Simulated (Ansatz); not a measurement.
C₁₈Se: geometry relaxation (part 1 of 2)

The run: geometry relaxation of C₁₈Se (slab, 19 atoms in the cell). Method and program: DFT PBE, scalar-relativistic, plane waves, PAW, no spin polarisation (Ansatz 0.2.0).

It belongs to a series of runs on one base structure; here: end point A relaxed.

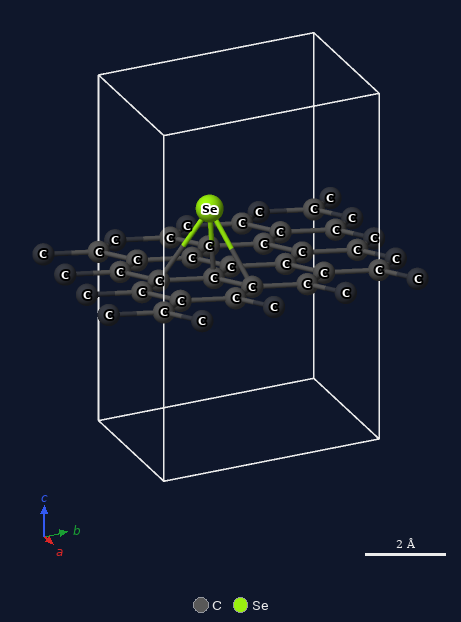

**Figure 1.** The input geometry (ball-and-stick view of the cell of the calculation, with the vacuum cut short, seen slightly off an axis; neighbours outside the cell are drawn fainter).

**Summary**

| quantity | value |
| --- | --- |
| outcome | converged |
| electrons treated | 88 |
| free energy | −9983.3831 eV |
| Fermi energy | −1.036 eV |
| final volume | 616.17 Å³ |
| largest force (length of the vector) at the end | 0.010 eV/Å |
| hardware | 1 thread of Arm Neoverse V2, 24 GiB of memory available, shared host |
| wall time | 58 s |
| peak memory | 0.69 GiB |

**Notes**

The k-point mesh is coarse for a cell of this size, so the results may not be converged.

**Input**
```yaml
crystal:
  lattice:
    - [7.398, 0.0, 0.0]
    - [-3.699, 6.406856, 0.0]
    - [0.0, 0.0, 13.0]
  atoms:
    - { symbol: C, position: [0.0, 0.0, 0.0769231] }
    - { symbol: C, position: [0.2222222, 0.1111111, 0.0769231] }
    - { symbol: C, position: [0.0, 0.3333333, 0.0769231] }
    - { symbol: C, position: [0.2222222, 0.4444444, 0.0769231] }
    - { symbol: C, position: [0.0, 0.6666667, 0.0769231] }
    - { symbol: C, position: [0.2222222, 0.7777778, 0.0769231] }
    - { symbol: C, position: [0.3333333, 0.0, 0.0769231] }
    - { symbol: C, position: [0.5555556, 0.1111111, 0.0769231] }
    - { symbol: C, position: [0.3333333, 0.3333333, 0.0769231] }
    - { symbol: C, position: [0.5555556, 0.4444444, 0.0769231] }
    - { symbol: C, position: [0.3333333, 0.6666667, 0.0769231] }
    - { symbol: C, position: [0.5555556, 0.7777778, 0.0769231] }
    - { symbol: C, position: [0.6666667, 0.0, 0.0769231] }
    - { symbol: C, position: [0.8888889, 0.1111111, 0.0769231] }
    - { symbol: C, position: [0.6666667, 0.3333333, 0.0769231] }
    - { symbol: C, position: [0.8888889, 0.4444444, 0.0769231] }
    - { symbol: C, position: [0.6666667, 0.6666667, 0.0769231] }
    - { symbol: C, position: [0.8888889, 0.7777778, 0.0769231] }
    - { symbol: Se, position: [0.7185393, 0.2980983, 0.2238462] }
basis:
  ecutwfc: 420.0
kpoints:
  mp_grid: { grid: [2, 2, 1] }
hamiltonian:
  xc: pbe
scf:
  occupations: { method: fermi_dirac, width: 0.05 }
  lower_state_search: "off"
relax:
  f_tol: 0.03
  max_steps: 60
  adjacent_minimum: "off"
```

Launch command:
```bash
ansatz run input.yaml --threads 1 --pin off --max-ram 3072MiB --backend cpu --events-out ev --progress --plain --runs-dir out
```

**The program's output**
```
Engine: ansatz 0.2.0, aarch64-unknown-linux-gnu
Pseudopotentials: kind: paw
Pseudopotential: C, paw, valence charge 4, recommended cutoff 420 eV (normal), C.paw.azcp
Pseudopotential: Se, paw, valence charge 16, recommended cutoff 420 eV (normal), Se.paw.azcp
Functional definition: PBE
  parameter kappa = 0.804
  parameter beta = 0.06672455060314922
  exchange = pbe_x(kappa = kappa, mu = beta*pi^2/3)
  correlation = pbe_c(beta = beta)
Crystal: 19 atoms, lattice volume = 616.173 Å³
Basis set: ecut = 420 eV, 12055 PW (Γ), exchange–correlation on 100×100×180 points (8 copies of the dense FFT grid, shifted against one another)
Bands: 63, of which v1, the nominal top of the filled ones, is band 44 counted from 1 (43 counted from 0)
Symmetry: 1 space group operations
Space group: P1 (ITA 1), of the structure as read, at distance tolerance 8.5e-5 Å
k-points: 4
Non-local potential: C, projectors of the file, l = 0: 2, l = 1: 2, l = 2: 1
Non-local potential: Se, projectors of the file, l = 0: 2, l = 1: 2, l = 2: 3, l = 3: 1
PAW form: soft (Blöchl's): semilocal exchange-correlation on the pseudo side does not see the compensation charge
PAW one-centre angular grid: C, 110 points (default); XC on 64 Gauss nodes
PAW one-centre angular grid: Se, 590 points (default); XC on 64 Gauss nodes
Initial density: superposition of atomic densities (neutral atoms: chi_scale 0, normalization atom), corrected by the library's trained network
Initial wavefunctions: pseudopotential atomic-orbital guess
Functional: x = pbe(κ = 0.804, μ = 0.2195149727645171), c = pbe(β = 0.06672455060314922)
SCF iter   1: F=—  HF=-9982.194286 eV  |F-HF|=—  |Δ(HF+E_count)|=         —  Δρ=6.07e-3  dr2=3.93e-1  ethr=1.77e-3  ⟨swp⟩=13.2  Hψ=1636  notcnv=0  defer=26
preconditioner: auto → LDOS  [metal: Δε(μ)=0.082 eV  Ē_g=13.863 eV  σ=0.050 eV  W_gap=0.39  n_scr=86 (ndim 8)  ℏωp=13.2 eV  f_vac=0.667  D(μ)=4.24/eV (n_scr^D=22)  β→1.0]
SCF iter   2: F=—  HF=-9982.165321 eV  |F-HF|=—  |Δ(HF+E_count)|=   2.90e-2  Δρ=4.07e-3  dr2=1.93e-1  ethr=4.47e-4  ⟨swp⟩=3.2  Hψ=480  notcnv=0  defer=47
SCF iter   3: F=—  HF=-9982.129097 eV  |F-HF|=—  |Δ(HF+E_count)|=   3.62e-2  Δρ=1.05e-3  dr2=1.47e-2  ethr=2.19e-4  ⟨swp⟩=3.0  Hψ=365  notcnv=0  defer=47
SCF iter   4: F=—  HF=-9982.127861 eV  |F-HF|=—  |Δ(HF+E_count)|=   1.24e-3  Δρ=3.63e-4  dr2=1.27e-3  ethr=1.68e-5  ⟨swp⟩=2.0  Hψ=356  notcnv=0  defer=47
SCF iter   5: F=—  HF=-9982.127776 eV  |F-HF|=—  |Δ(HF+E_count)|=   8.43e-5  Δρ=1.44e-4  dr2=2.07e-4  ethr=1.44e-6  ⟨swp⟩=2.0  Hψ=326  notcnv=0  defer=47
SCF iter   6: F=—  HF=-9982.127778 eV  |F-HF|=—  |Δ(HF+E_count)|=   2.03e-6  Δρ=7.03e-5  dr2=4.58e-5  ethr=2.35e-7  ⟨swp⟩=2.0  Hψ=323  notcnv=0  defer=47
SCF iter   7: F=-9982.127781 eV  HF=-9982.127782 eV  |F-HF|=1.09e-6  |Δ(HF+E_count)|=   3.93e-6  Δρ=2.64e-5  dr2=6.36e-6  ethr=2.56e-8  ⟨swp⟩=4.0  Hψ=771  notcnv=0
SCF 1 converged in 7 iterations: F = -9982.127781 eV  dr2 = 6.36e-6
  greatest PAW one-centre occupation: 1.000 electrons in one spin orbital (limit 2), on the Se atom at site 18 (counted from 0), in its partial waves of l = 2
relax step   1: F+E_penalty+E_count = -9982.12778121 eV  Δ(F+E_penalty+E_count) = +0.000e0 eV  max|allowed force component| = 4.054e0 eV/Å  Δτ_max = 0.0000 Å  (7 SCF iters, dr2 threshold 2.25e-5 eV, accepted)
Initial density: handed on by an earlier stage of this run
Initial wavefunctions: those handed on with the density
iter 1 solved again at ethr=2.71e-4 eV; its pass at ethr=3.10e-3 eV (dr2=2.39e-1 eV) is discarded
SCF iter   1: F=—  HF=-9982.909649 eV  |F-HF|=—  |Δ(HF+E_count)|=         —  Δρ=6.61e-3  dr2=2.22e-1  ethr=2.71e-4  ⟨swp⟩=1.2  Hψ=947  notcnv=0  defer=47
preconditioner: auto → LDOS  [metal: Δε(μ)=0.050 eV  Ē_g=13.797 eV  σ=0.050 eV  W_gap=0.24  n_scr=86 (ndim 8)  ℏωp=13.2 eV  f_vac=0.664  D(μ)=4.71/eV (n_scr^D=22)  β→1.0]
SCF iter   2: F=—  HF=-9982.881095 eV  |F-HF|=—  |Δ(HF+E_count)|=   2.86e-2  Δρ=3.16e-3  dr2=9.35e-2  ethr=2.52e-4  ⟨swp⟩=3.0  Hψ=429  notcnv=0  defer=47
SCF iter   3: F=—  HF=-9982.857353 eV  |F-HF|=—  |Δ(HF+E_count)|=   2.37e-2  Δρ=8.79e-4  dr2=1.16e-2  ethr=1.06e-4  ⟨swp⟩=2.0  Hψ=430  notcnv=0  defer=47
SCF iter   4: F=—  HF=-9982.855470 eV  |F-HF|=—  |Δ(HF+E_count)|=   1.88e-3  Δρ=2.26e-4  dr2=5.22e-4  ethr=1.32e-5  ⟨swp⟩=2.0  Hψ=349  notcnv=0  defer=47
SCF iter   5: F=-9982.855430 eV  HF=-9982.855460 eV  |F-HF|=3.03e-5  |Δ(HF+E_count)|=   9.96e-6  Δρ=8.05e-5  dr2=7.64e-5  ethr=1.14e-7  ⟨swp⟩=3.0  Hψ=931  notcnv=0
SCF 2 converged in 5 iterations: F = -9982.855430 eV  dr2 = 7.64e-5
relax step   2: F+E_penalty+E_count = -9982.85543014 eV  Δ(F+E_penalty+E_count) = -7.276e-1 eV  max|allowed force component| = 1.831e0 eV/Å  Δτ_max = 0.1948 Å  (5 SCF iters, dr2 threshold 1.00e-4 eV, accepted)
SCF iter   1: F=—  HF=-9983.218749 eV  |F-HF|=—  |Δ(HF+E_count)|=         —  Δρ=7.24e-3  dr2=3.04e-1  ethr=2.61e-3  ⟨swp⟩=4.0  Hψ=629  notcnv=0  defer=46
preconditioner: auto → LDOS  [metal: Δε(μ)=0.060 eV  Ē_g=13.753 eV  σ=0.050 eV  W_gap=0.29  n_scr=86 (ndim 8)  ℏωp=13.2 eV  f_vac=0.661  D(μ)=4.81/eV (n_scr^D=22)  β→1.0]
SCF iter   2: F=—  HF=-9983.186827 eV  |F-HF|=—  |Δ(HF+E_count)|=   3.19e-2  Δρ=3.75e-3  dr2=1.51e-1  ethr=3.45e-4  ⟨swp⟩=3.2  Hψ=516  notcnv=0  defer=47
SCF iter   3: F=—  HF=-9983.148962 eV  |F-HF|=—  |Δ(HF+E_count)|=   3.79e-2  Δρ=1.09e-3  dr2=1.34e-2  ethr=1.72e-4  ⟨swp⟩=2.8  Hψ=363  notcnv=0  defer=47
SCF iter   4: F=—  HF=-9983.146424 eV  |F-HF|=—  |Δ(HF+E_count)|=   2.54e-3  Δρ=2.73e-4  dr2=6.37e-4  ethr=1.53e-5  ⟨swp⟩=2.0  Hψ=429  notcnv=0  defer=47
SCF iter   5: F=-9983.146435 eV  HF=-9983.146441 eV  |F-HF|=6.03e-6  |Δ(HF+E_count)|=   1.69e-5  Δρ=8.84e-5  dr2=6.73e-5  ethr=1.14e-7  ⟨swp⟩=3.0  Hψ=949  notcnv=0
SCF 3 converged in 5 iterations: F = -9983.146435 eV  dr2 = 6.73e-5
relax step   3: F+E_penalty+E_count = -9983.14643470 eV  Δ(F+E_penalty+E_count) = -2.910e-1 eV  max|allowed force component| = 4.248e-1 eV/Å  Δτ_max = 0.1957 Å  (5 SCF iters, dr2 threshold 1.00e-4 eV, accepted)
iter 1 solved again at ethr=1.94e-4 eV; its pass at ethr=3.10e-3 eV (dr2=1.71e-1 eV) is discarded
SCF iter   1: F=—  HF=-9983.310811 eV  |F-HF|=—  |Δ(HF+E_count)|=         —  Δρ=6.33e-3  dr2=1.73e-1  ethr=1.94e-4  ⟨swp⟩=1.2  Hψ=894  notcnv=0  defer=47
preconditioner: auto → LDOS  [insulator: Δε(μ)=0.171 eV  Ē_g=13.768 eV  σ=0.050 eV  W_gap=0.69  n_scr=86 (ndim 8)  ℏωp=13.2 eV  f_vac=0.659  D(μ)=2.83/eV (n_scr^D=2)  ε∞_Penn≈1.9  β→1.0]
SCF iter   2: F=—  HF=-9983.282214 eV  |F-HF|=—  |Δ(HF+E_count)|=   2.86e-2  Δρ=2.67e-3  dr2=5.05e-2  ethr=1.94e-4  ⟨swp⟩=2.5  Hψ=404  notcnv=0  defer=47
SCF iter   3: F=—  HF=-9983.266552 eV  |F-HF|=—  |Δ(HF+E_count)|=   1.57e-2  Δρ=5.43e-4  dr2=2.23e-3  ethr=5.74e-5  ⟨swp⟩=2.0  Hψ=370  notcnv=0  defer=47
SCF iter   4: F=—  HF=-9983.266124 eV  |F-HF|=—  |Δ(HF+E_count)|=   4.28e-4  Δρ=2.22e-4  dr2=4.13e-4  ethr=2.53e-6  ⟨swp⟩=2.0  Hψ=371  notcnv=0  defer=47
SCF iter   5: F=—  HF=-9983.266062 eV  |F-HF|=—  |Δ(HF+E_count)|=   6.17e-5  Δρ=6.86e-5  dr2=4.53e-5  ethr=4.70e-7  ⟨swp⟩=2.0  Hψ=363  notcnv=0  defer=47
SCF iter   6: F=-9983.266069 eV  HF=-9983.266067 eV  |F-HF|=1.55e-6  |Δ(HF+E_count)|=   5.36e-6  Δρ=2.80e-5  dr2=7.10e-6  ethr=1.28e-8  ⟨swp⟩=5.0  Hψ=840  notcnv=0
SCF 4 converged in 6 iterations: F = -9983.266069 eV  dr2 = 7.10e-6
relax step   4: F+E_penalty+E_count = -9983.26606893 eV  Δ(F+E_penalty+E_count) = -1.196e-1 eV  max|allowed force component| = 3.276e-1 eV/Å  Δτ_max = 0.2000 Å  (6 SCF iters, dr2 threshold 1.13e-5 eV, accepted)
SCF iter   1: F=—  HF=-9983.388235 eV  |F-HF|=—  |Δ(HF+E_count)|=         —  Δρ=6.38e-3  dr2=1.80e-1  ethr=2.04e-3  ⟨swp⟩=4.0  Hψ=624  notcnv=0  defer=46
preconditioner: auto → Resta (q_TF=auto, 1.973 Å⁻¹)  ε∞=1.9  [insulator: Δε(μ)=0.319 eV  Ē_g=13.768 eV  σ=0.050 eV  W_gap=0.92  n_scr=86 (ndim 8)  ℏωp=13.2 eV  f_vac=0.659  D(μ)=0.79/eV (n_scr^D=0)  ε∞_Penn≈1.9  vacuum switching on, ρ_ref=1.4e-2 e/Å³]
SCF iter   2: F=—  HF=-9983.342676 eV  |F-HF|=—  |Δ(HF+E_count)|=   4.56e-2  Δρ=2.90e-3  dr2=3.51e-2  ethr=2.05e-4  ⟨swp⟩=2.0  Hψ=411  notcnv=0  defer=47
preconditioner: auto → LDOS  [insulator: Δε(μ)=0.301 eV  Ē_g=13.748 eV  σ=0.050 eV  W_gap=0.91  n_scr=86 (ndim 8)  ℏωp=13.2 eV  f_vac=0.659  D(μ)=0.96/eV (n_scr^D=2)  ε∞_Penn≈1.9  β→1.0]
SCF iter   3: F=—  HF=-9983.342757 eV  |F-HF|=—  |Δ(HF+E_count)|=   8.15e-5  Δρ=1.51e-3  dr2=2.57e-2  ethr=3.98e-5  ⟨swp⟩=2.0  Hψ=380  notcnv=0  defer=47
SCF iter   4: F=—  HF=-9983.338206 eV  |F-HF|=—  |Δ(HF+E_count)|=   4.55e-3  Δρ=3.97e-4  dr2=1.77e-3  ethr=2.92e-5  ⟨swp⟩=2.0  Hψ=336  notcnv=0  defer=47
SCF iter   5: F=—  HF=-9983.337871 eV  |F-HF|=—  |Δ(HF+E_count)|=   3.34e-4  Δρ=1.77e-4  dr2=3.67e-4  ethr=2.02e-6  ⟨swp⟩=2.0  Hψ=399  notcnv=0  defer=47
SCF iter   6: F=—  HF=-9983.337822 eV  |F-HF|=—  |Δ(HF+E_count)|=   4.94e-5  Δρ=5.19e-5  dr2=1.61e-5  ethr=4.17e-7  ⟨swp⟩=2.0  Hψ=294  notcnv=0  defer=47
SCF iter   7: F=-9983.337824 eV  HF=-9983.337824 eV  |F-HF|=4.99e-7  |Δ(HF+E_count)|=   1.81e-6  Δρ=1.94e-5  dr2=1.82e-6  ethr=7.62e-9  ⟨swp⟩=5.0  Hψ=863  notcnv=0
SCF 5 converged in 7 iterations: F = -9983.337824 eV  dr2 = 1.82e-6
relax step   5: F+E_penalty+E_count = -9983.33782433 eV  Δ(F+E_penalty+E_count) = -7.176e-2 eV  max|allowed force component| = 4.329e-1 eV/Å  Δτ_max = 0.2000 Å  (7 SCF iters, dr2 threshold 6.71e-6 eV, accepted)
SCF iter   1: F=—  HF=-9983.389096 eV  |F-HF|=—  |Δ(HF+E_count)|=         —  Δρ=3.76e-3  dr2=6.49e-2  ethr=1.02e-3  ⟨swp⟩=4.2  Hψ=625  notcnv=0  defer=47
preconditioner: auto → LDOS  [insulator: Δε(μ)=0.247 eV  Ē_g=13.780 eV  σ=0.050 eV  W_gap=0.84  n_scr=86 (ndim 8)  ℏωp=13.2 eV  f_vac=0.660  D(μ)=1.45/eV (n_scr^D=2)  ε∞_Penn≈1.9  β→1.0]
SCF iter   2: F=—  HF=-9983.391611 eV  |F-HF|=—  |Δ(HF+E_count)|=   2.51e-3  Δρ=2.55e-3  dr2=7.68e-2  ethr=7.38e-5  ⟨swp⟩=2.0  Hψ=497  notcnv=0  defer=47
SCF iter   3: F=—  HF=-9983.377635 eV  |F-HF|=—  |Δ(HF+E_count)|=   1.40e-2  Δρ=1.23e-3  dr2=2.51e-2  ethr=7.38e-5  ⟨swp⟩=2.0  Hψ=367  notcnv=0  defer=47
SCF iter   4: F=—  HF=-9983.372726 eV  |F-HF|=—  |Δ(HF+E_count)|=   4.91e-3  Δρ=3.16e-4  dr2=9.06e-4  ethr=2.86e-5  ⟨swp⟩=2.0  Hψ=352  notcnv=0  defer=47
SCF iter   5: F=—  HF=-9983.372505 eV  |F-HF|=—  |Δ(HF+E_count)|=   2.22e-4  Δρ=8.77e-5  dr2=9.91e-5  ethr=1.03e-6  ⟨swp⟩=2.0  Hψ=336  notcnv=0  defer=47
SCF iter   6: F=-9983.372486 eV  HF=-9983.372486 eV  |F-HF|=5.11e-8  |Δ(HF+E_count)|=   1.90e-5  Δρ=2.48e-5  dr2=3.06e-6  ethr=1.13e-7  ⟨swp⟩=4.5  Hψ=752  notcnv=0
SCF 6 converged in 6 iterations: F = -9983.372486 eV  dr2 = 3.06e-6
relax step   6: F+E_penalty+E_count = -9983.37248554 eV  Δ(F+E_penalty+E_count) = -3.466e-2 eV  max|allowed force component| = 2.921e-1 eV/Å  Δτ_max = 0.1535 Å  (6 SCF iters, dr2 threshold 1.00e-4 eV, accepted)
SCF iter   1: F=—  HF=-9983.387754 eV  |F-HF|=—  |Δ(HF+E_count)|=         —  Δρ=1.99e-3  dr2=1.72e-2  ethr=5.85e-5  ⟨swp⟩=3.8  Hψ=606  notcnv=0  defer=47
preconditioner: auto → LDOS  [insulator: Δε(μ)=0.292 eV  Ē_g=13.765 eV  σ=0.050 eV  W_gap=0.90  n_scr=86 (ndim 8)  ℏωp=13.2 eV  f_vac=0.661  D(μ)=0.98/eV (n_scr^D=2)  ε∞_Penn≈1.9  β→1.0]
SCF iter   2: F=—  HF=-9983.389320 eV  |F-HF|=—  |Δ(HF+E_count)|=   1.57e-3  Δρ=1.40e-3  dr2=2.70e-2  ethr=1.95e-5  ⟨swp⟩=2.2  Hψ=507  notcnv=0  defer=47
SCF iter   3: F=—  HF=-9983.385146 eV  |F-HF|=—  |Δ(HF+E_count)|=   4.17e-3  Δρ=8.63e-4  dr2=1.43e-2  ethr=1.95e-5  ⟨swp⟩=2.0  Hψ=375  notcnv=0  defer=47
SCF iter   4: F=—  HF=-9983.382382 eV  |F-HF|=—  |Δ(HF+E_count)|=   2.76e-3  Δρ=1.65e-4  dr2=4.95e-4  ethr=1.63e-5  ⟨swp⟩=2.0  Hψ=261  notcnv=0  defer=47
SCF iter   5: F=—  HF=-9983.382263 eV  |F-HF|=—  |Δ(HF+E_count)|=   1.19e-4  Δρ=4.69e-5  dr2=3.30e-5  ethr=5.63e-7  ⟨swp⟩=2.0  Hψ=344  notcnv=0  defer=47
SCF iter   6: F=-9983.382257 eV  HF=-9983.382258 eV  |F-HF|=1.25e-6  |Δ(HF+E_count)|=   5.40e-6  Δρ=1.63e-5  dr2=1.79e-6  ethr=3.75e-8  ⟨swp⟩=4.0  Hψ=764  notcnv=0
SCF 7 converged in 6 iterations: F = -9983.382257 eV  dr2 = 1.79e-6
relax step   7: F+E_penalty+E_count = -9983.38225662 eV  Δ(F+E_penalty+E_count) = -9.771e-3 eV  max|allowed force component| = 6.651e-2 eV/Å  Δτ_max = 0.0270 Å  (6 SCF iters, dr2 threshold 3.89e-5 eV, accepted)
SCF iter   1: F=—  HF=-9983.383676 eV  |F-HF|=—  |Δ(HF+E_count)|=         —  Δρ=6.69e-4  dr2=1.91e-3  ethr=2.24e-5  ⟨swp⟩=2.0  Hψ=508  notcnv=0  defer=47
preconditioner: auto → LDOS  [insulator: Δε(μ)=0.263 eV  Ē_g=13.762 eV  σ=0.050 eV  W_gap=0.87  n_scr=86 (ndim 8)  ℏωp=13.2 eV  f_vac=0.661  D(μ)=1.26/eV (n_scr^D=2)  ε∞_Penn≈1.9  β→1.0]
SCF iter   2: F=—  HF=-9983.383806 eV  |F-HF|=—  |Δ(HF+E_count)|=   1.31e-4  Δρ=4.61e-4  dr2=2.76e-3  ethr=2.17e-6  ⟨swp⟩=2.8  Hψ=566  notcnv=0  defer=47
SCF iter   3: F=—  HF=-9983.383364 eV  |F-HF|=—  |Δ(HF+E_count)|=   4.43e-4  Δρ=2.78e-4  dr2=1.42e-3  ethr=2.17e-6  ⟨swp⟩=2.0  Hψ=350  notcnv=0  defer=47
SCF iter   4: F=—  HF=-9983.383080 eV  |F-HF|=—  |Δ(HF+E_count)|=   2.84e-4  Δρ=5.50e-5  dr2=4.67e-5  ethr=1.62e-6  ⟨swp⟩=2.0  Hψ=244  notcnv=0  defer=47
SCF iter   5: F=—  HF=-9983.382939 eV  |F-HF|=—  |Δ(HF+E_count)|=   1.41e-4  Δρ=1.42e-5  dr2=2.50e-6  ethr=5.31e-8  ⟨swp⟩=2.0  Hψ=319  notcnv=0  defer=47
SCF iter   6: F=-9983.382939 eV  HF=-9983.382939 eV  |F-HF|=3.23e-8  |Δ(HF+E_count)|=   4.41e-7  Δρ=4.15e-6  dr2=7.36e-8  ethr=1.14e-10  ⟨swp⟩=4.0  Hψ=1002  notcnv=0
SCF 8 converged in 6 iterations: F = -9983.382939 eV  dr2 = 7.36e-8
relax step   8: F+E_penalty+E_count = -9983.38293899 eV  Δ(F+E_penalty+E_count) = -6.824e-4 eV  max|allowed force component| = 6.229e-2 eV/Å  Δτ_max = 0.0083 Å  (6 SCF iters, accepted)
SCF iter   1: F=—  HF=-9983.383231 eV  |F-HF|=—  |Δ(HF+E_count)|=         —  Δρ=1.51e-4  dr2=1.20e-4  ethr=8.48e-7  ⟨swp⟩=2.0  Hψ=479  notcnv=0  defer=47
preconditioner: auto → LDOS  [insulator: Δε(μ)=0.277 eV  Ē_g=13.758 eV  σ=0.050 eV  W_gap=0.88  n_scr=86 (ndim 8)  ℏωp=13.2 eV  f_vac=0.661  D(μ)=1.12/eV (n_scr^D=2)  ε∞_Penn≈1.9  β→1.0]
SCF iter   2: F=—  HF=-9983.383234 eV  |F-HF|=—  |Δ(HF+E_count)|=   2.75e-6  Δρ=1.10e-4  dr2=1.58e-4  ethr=1.37e-7  ⟨swp⟩=3.0  Hψ=598  notcnv=0  defer=47
SCF iter   3: F=—  HF=-9983.383201 eV  |F-HF|=—  |Δ(HF+E_count)|=   3.26e-5  Δρ=4.40e-5  dr2=3.64e-5  ethr=1.37e-7  ⟨swp⟩=2.0  Hψ=346  notcnv=0  defer=47
SCF iter   4: F=—  HF=-9983.383060 eV  |F-HF|=—  |Δ(HF+E_count)|=   1.41e-4  Δρ=8.47e-6  dr2=3.95e-7  ethr=4.14e-8  ⟨swp⟩=2.0  Hψ=256  notcnv=0  defer=47
SCF iter   5: F=-9983.383060 eV  HF=-9983.383060 eV  |F-HF|=4.26e-8  |Δ(HF+E_count)|=   2.02e-8  Δρ=3.45e-6  dr2=7.54e-8  ethr=1.14e-10  ⟨swp⟩=5.0  Hψ=900  notcnv=0
SCF 9 converged in 5 iterations: F = -9983.383060 eV  dr2 = 7.54e-8
relax step   9: F+E_penalty+E_count = -9983.38305966 eV  Δ(F+E_penalty+E_count) = -1.207e-4 eV  max|allowed force component| = 9.495e-3 eV/Å  Δτ_max = 0.0015 Å  (5 SCF iters, accepted)
```

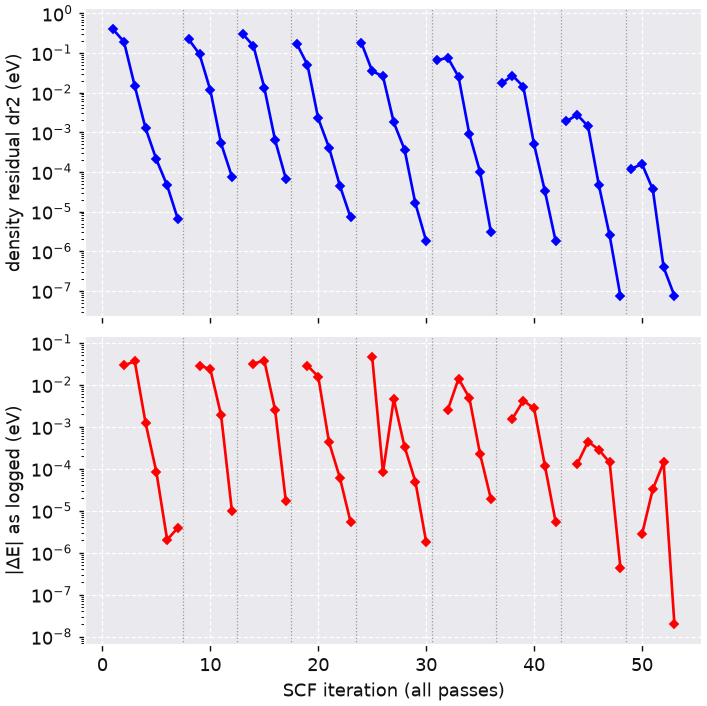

**Figure 2.** Convergence of the self-consistent field: density residual dr2 and size of the energy change against the SCF iteration. The dotted lines part the SCF passes of the relaxation: geometry steps, rejected trials and re-solves on a re-selected basis. The 9 passes take 5 to 7 iterations each, 53 in all.
